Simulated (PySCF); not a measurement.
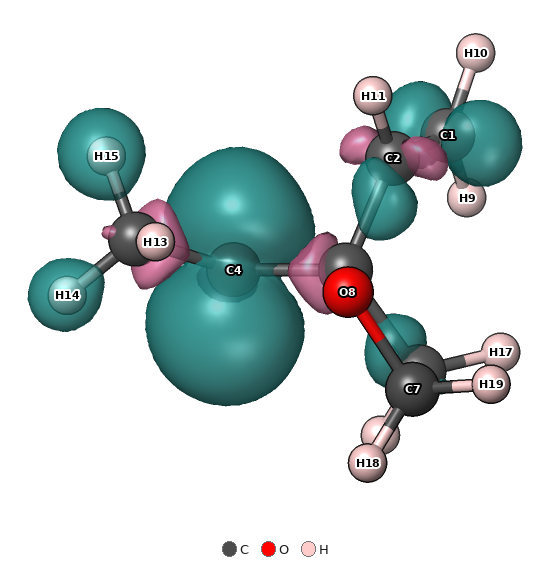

Figure. C$_{7}$H$_{11}$O (doublet). Isosurfaces of the spin density (α minus β) at +0.02 (teal) and −0.02 e/Å³ (pink), seen at a tilt.

Geometry: GFN2-xTB.

The calculation used PySCF 2.14.0, density-fitted response routines, UKS B3LYP, pcH-1 on C H O, non-relativistic, mean-field spin-orbit, GIAO.

```xyz
19

C    -0.7608    2.3176   -0.5641
C     0.0037    1.2708   -0.8282
C    -0.0966   -0.0633   -0.1346
C     0.8023    0.0539    1.0360
C     2.2013   -0.4097    0.9901
C    -1.5131   -0.6274    0.1140
C    -1.0579   -1.7689   -0.7943
O     0.2139   -1.1639   -1.0130
H    -1.5609    2.2728    0.1562
H    -0.6093    3.2646   -1.0528
H     0.8136    1.3216   -1.5415
H     0.4602    0.6660    1.8538
H     2.3416   -1.0654    0.1341
H     2.4613   -0.9455    1.9060
H     2.9021    0.4293    0.9084
H    -1.7214   -0.9006    1.1448
H    -2.3169   -0.0173   -0.2879
H    -0.9579   -2.7430   -0.3055
H    -1.6150   -1.8823   -1.7288
```

**Describe the spin distribution.**

The unpaired spin (1 electron) lies mostly on C4 (about 0.6), in electrons by Hirshfeld's partition.
